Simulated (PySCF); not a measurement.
System: C$_{7}$H$_{15}$FSi.

The calculation's input:

```
{"job": {"kind": "nmr", "xc": "PBE0", "basis": "pcSseg-1"}, "charge": 0, "multiplicity": 1}
C     -1.255115     0.503752    -1.540865
C     -0.865903    -0.180024    -0.235871
C     -2.122121    -0.546038     0.544409
C      0.133797    -1.340649    -0.432871
C      1.251667    -0.499495     0.211431
Si     2.657001     0.070695    -0.936456
C      0.229909     0.593268     0.550665
C      0.012714     0.880909     2.023563
F      0.552342     1.814132    -0.046973
H     -1.817346     1.413060    -1.338264
H     -0.373408     0.771734    -2.116207
H     -1.873072    -0.164115    -2.137865
H     -2.754754    -1.183795    -0.069940
H     -2.687114     0.346068     0.805096
H     -1.882978    -1.085433     1.457123
H      0.300229    -1.621333    -1.471424
H     -0.125323    -2.234758     0.132840
H      1.668728    -0.960797     1.108663
H      2.112160     0.614898    -2.178196
H      3.458776    -1.119935    -1.238256
H      3.459663     1.069949    -0.235265
H     -0.170984    -0.036855     2.572851
H     -0.828064     1.557553     2.158295
H      0.907463     1.356973     2.421073
```

Command:

```sh
OMP_NUM_THREADS=1 python probes_run.py task.json out
```

Geometry: GFN2-xTB.

These are results of PBE0/pcSseg-1, SCF density, gas phase, non-relativistic in PySCF 2.14.0, not measurements.

Question: What will maps of the electron density and electron localisation function show?

Answer: C–C (1.52 Å): ρ is about 1.6 e/Å³ halfway; the ELF peaks at about 0.95 between the atoms; a shared electron pair.
C–Si (1.90 Å): the density is about 0.91 e/Å³ at the midpoint; the ELF peaks at about 0.95 between the atoms (localised, covalent bonding).
C–H (1.09 Å): ρ at the midpoint is about 2 e/Å³; the ELF climbs to about 1 towards the hydrogen, as it does in any bond to H; an ordinary covalent bond to hydrogen.
Si–H (1.46 Å): ρ is about 0.81 e/Å³ halfway; the ELF climbs to about 1 towards the hydrogen.

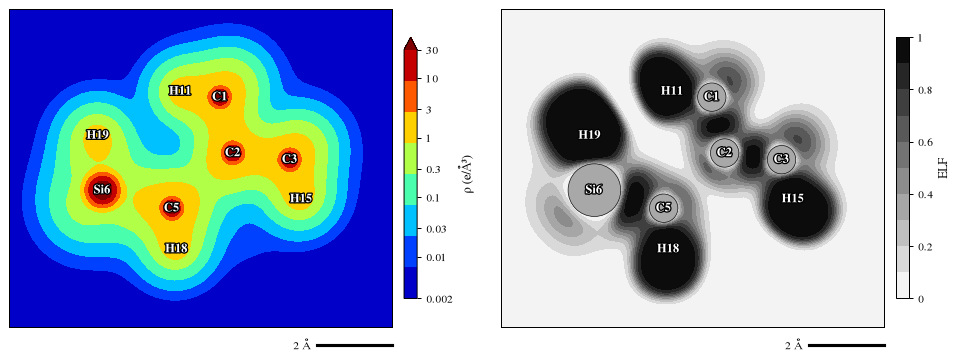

Computed electron density and electron localisation function on the plane of atoms Si6, C5 and H18, in this order. Grey discs cover the atomic cores in the ELF map. 
